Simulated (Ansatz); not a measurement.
System: ZrSc$_{3}$C$_{4}$.

```
C Sc Zr
1.0
     5.61456    0.00000    0.00000
     0.00000   12.27371    0.00000
    -1.48620    0.00000    5.41408
C Sc Zr
16 12 4
Direct
  0.41920 0.87090 0.08130
  0.91920 0.37090 0.08130
  0.08080 0.37090 0.91870
  0.58080 0.87090 0.91870
  0.08080 0.62910 0.91870
  0.58080 0.12910 0.91870
  0.41920 0.12910 0.08130
  0.91920 0.62910 0.08130
  0.41850 0.62810 0.58160
  0.91850 0.12810 0.58160
  0.08150 0.12810 0.41840
  0.58150 0.62810 0.41840
  0.08150 0.87190 0.41840
  0.58150 0.37190 0.41840
  0.41850 0.37190 0.58160
  0.91850 0.87190 0.58160
  0.00000 0.18953 0.00000
  0.50000 0.68953 0.00000
  0.00000 0.81047 0.00000
  0.50000 0.31047 0.00000
  0.00000 0.30846 0.50000
  0.50000 0.80846 0.50000
  0.00000 0.69154 0.50000
  0.50000 0.19154 0.50000
  0.26100 0.50000 0.23790
  0.76100 0.00000 0.23790
  0.23900 0.00000 0.76210
  0.73900 0.50000 0.76210
  0.27099 0.00000 0.27124
  0.77099 0.50000 0.27124
  0.22901 0.50000 0.72876
  0.72901 0.00000 0.72876
```

Space group C2/m; built by placing these elements on a known structure type; not relaxed (largest force 1.5 eV/Å); computed pressure about 23 GPa in this cell.

Computed with DFT, PAW plane waves, r2SCAN in Ansatz 0.2.0.

### What will maps of the valence pseudo-density and electron localisation function show?

Zr–C (2.18 Å): ρ at the midpoint is about 0.62 e/Å³; the ELF peaks at about 0.80 in the valence shell of C, 0.6 Å from its nucleus, and drops to about 0.20 between the two atoms: no shared electron pair shows on this line.
Sc–C (2.39 Å): the density is about 0.33 e/Å³ at the midpoint; the ELF peaks at about 0.85 in the valence shell of C, 0.8 Å from its nucleus, and is about 0.20 at the midpoint.
Sc–C (2.46 Å): ρ at the midpoint is about 0.27 e/Å³; the ELF peaks at about 0.70 in the valence shell of C, 0.7 Å from its nucleus, and is about 0.15 at the midpoint.
Bader's partition of the density gives C −1.43, Sc +1.46 to +1.61 and Zr +1.04 e.

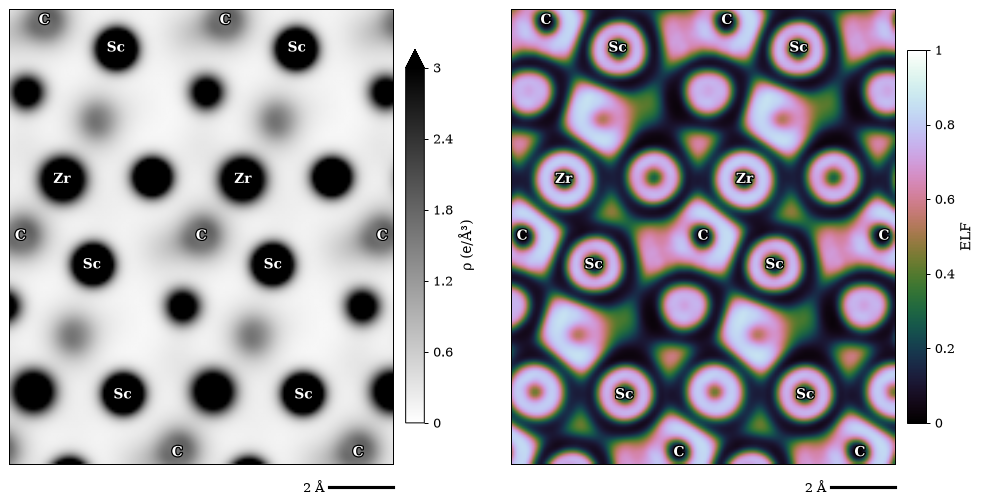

Computed valence pseudo-density and electron localisation function on the (011) plane of the conventional cell, in this order. Atoms just off the plane (C, 0.4 Å away, Sc, 0.3 Å away and Zr, 0.3 Å away) can leave unmarked features too.
